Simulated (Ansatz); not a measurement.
## Electronic structure of C2H24Si9 (SMILES C[SiH2][SiH2][SiH2][SiH2][SiH2][SiH2][SiH2][SiH2][SiH2]C) (charge +1, doublet) in real space

Input

```
crystal:
  periodic: [false, false, false]
  atoms:
    - {symbol: C, position_ang: [-5.662671, 0.835477, -0.395318]}
    - {symbol: Si, position_ang: [-4.467721, 0.519785, -1.794059]}
    - {symbol: Si, position_ang: [-3.693680, -1.764931, -1.745276]}
    - {symbol: Si, position_ang: [-2.865868, -1.867632, 0.483387]}
    - {symbol: Si, position_ang: [-1.395349, -0.086933, 0.883323]}
    - {symbol: Si, position_ang: [0.147078, 0.053015, -0.890700]}
    - {symbol: Si, position_ang: [1.597254, 1.856667, -0.460682]}
    - {symbol: Si, position_ang: [2.490572, 1.601281, 1.694289]}
    - {symbol: Si, position_ang: [3.108561, -0.692344, 1.985302]}
    - {symbol: Si, position_ang: [4.640010, -0.949240, 0.151376]}
    - {symbol: C, position_ang: [6.008567, 0.317642, 0.228913]}
    - {symbol: H, position_ang: [-6.531385, 0.160864, -0.448897]}
    - {symbol: H, position_ang: [-6.037045, 1.871559, -0.465496]}
    - {symbol: H, position_ang: [-5.185551, 0.718651, 0.589877]}
    - {symbol: H, position_ang: [-3.215436, 1.329983, -1.704698]}
    - {symbol: H, position_ang: [-5.079699, 0.636913, -3.153912]}
    - {symbol: H, position_ang: [-2.619474, -1.959208, -2.762744]}
    - {symbol: H, position_ang: [-4.825356, -2.708347, -1.980645]}
    - {symbol: H, position_ang: [-2.140103, -3.176863, 0.563525]}
    - {symbol: H, position_ang: [-4.069432, -1.862184, 1.368616]}
    - {symbol: H, position_ang: [-0.644070, -0.340351, 2.154171]}
    - {symbol: H, position_ang: [-2.161939, 1.189940, 1.017644]}
    - {symbol: H, position_ang: [-0.572779, 0.245173, -2.186558]}
    - {symbol: H, position_ang: [0.918917, -1.227325, -0.952678]}
    - {symbol: H, position_ang: [0.808370, 3.126488, -0.504056]}
    - {symbol: H, position_ang: [2.718392, 1.904763, -1.447891]}
    - {symbol: H, position_ang: [1.485833, 1.876982, 2.769727]}
    - {symbol: H, position_ang: [3.737296, 2.388339, 1.930846]}
    - {symbol: H, position_ang: [3.757070, -0.928701, 3.307704]}
    - {symbol: H, position_ang: [1.942874, -1.608947, 1.812990]}
    - {symbol: H, position_ang: [3.784161, -0.826532, -1.066117]}
    - {symbol: H, position_ang: [5.111519, -2.360125, 0.321611]}
    - {symbol: H, position_ang: [6.726082, 0.123334, -0.586786]}
    - {symbol: H, position_ang: [6.558336, 0.260590, 1.180966]}
    - {symbol: H, position_ang: [5.626650, 1.342238, 0.102239]}
basis:
  gaussian: {orbitals: def2-SVP, initial_orbitals: start.molden}
total_charge: 1
magnetization: {spin_polarized: true, initial_magnetization: 1}
hamiltonian: {xc: pbe0, dispersion: d4}
scf: {omitted_lower_state_checks: [starts]}
output: {orbitals: {seedname: orbitals}}
```

Launched as:

```sh
ansatz run in.yaml --threads 4 --pin off --events-out ev --progress --plain --max-ram 6963MiB
```

Geometry: r2SCAN-D4/def2-SVP.

Method: UKS PBE0-D4/def2-SVP (Ansatz).

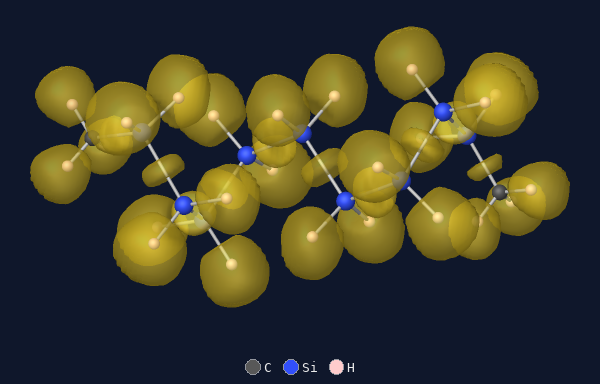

Figure 1. Isosurface of the electron localisation function at 0.85 (yellow), seen from one side. Core shells and regions of very low density are left out.

Q: Describe the localisation domains.

A: The ELF exceeds this value in two regions between bonded C–Si atoms (shared pairs), eight regions between bonded Si–Si atoms (shared pairs) and 24 regions around hydrogen nuclei.


C–Si (1.87 Å): the ELF peaks at about 0.95 between the atoms; a covalent bond. Si–Si (2.34 Å): the ELF peaks at about 1 between the atoms, as expected for a shared electron pair.

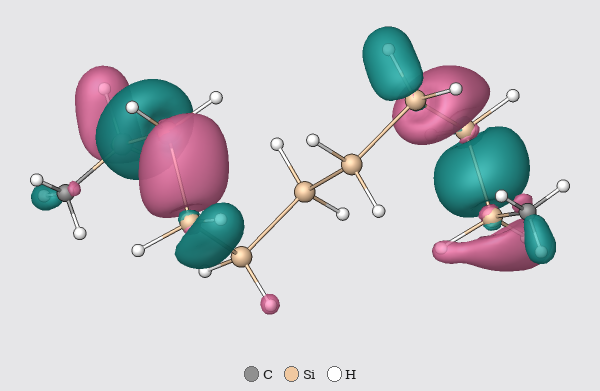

Figure 2. The HOMO (β) at ±0.08 Å⁻³ᐟ² (teal and pink are the two phases), seen at a tilt.

Q: What is the character of this orbital?

A: It lies mainly on Si3 (about 20 %), Si9 (about 20 %), Si2 (about 15 %), Si10 (about 10 %), Si8 (about 10 %) and Si4 (about 10 %). Its energy is −10.01 eV.

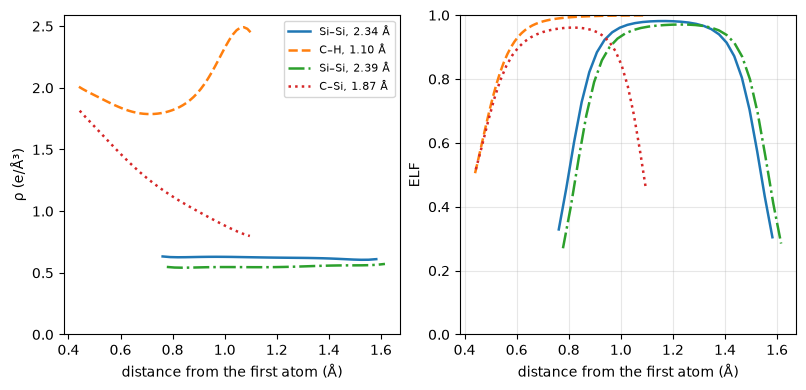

Figure 3. Electron density and ELF along straight lines between neighbouring atoms. The curves leave out the atomic cores.

Q: What kind of bonding do the profiles show?

A: Si–Si (2.34 Å): ρ at the midpoint is about 0.62 e/Å³; the ELF peaks at about 1 between the atoms; a shared electron pair.
C–H (1.10 Å): ρ is about 1.9 e/Å³ halfway; the ELF climbs to about 1 towards the hydrogen, as it does in any bond to H (an ordinary covalent bond to hydrogen).
Si–Si (2.39 Å): ρ is about 0.55 e/Å³ halfway; the ELF peaks at about 1 between the atoms: a shared electron pair.
C–Si (1.87 Å): ρ is about 0.96 e/Å³ halfway; the ELF peaks at about 0.95 between the atoms (a covalent bond).
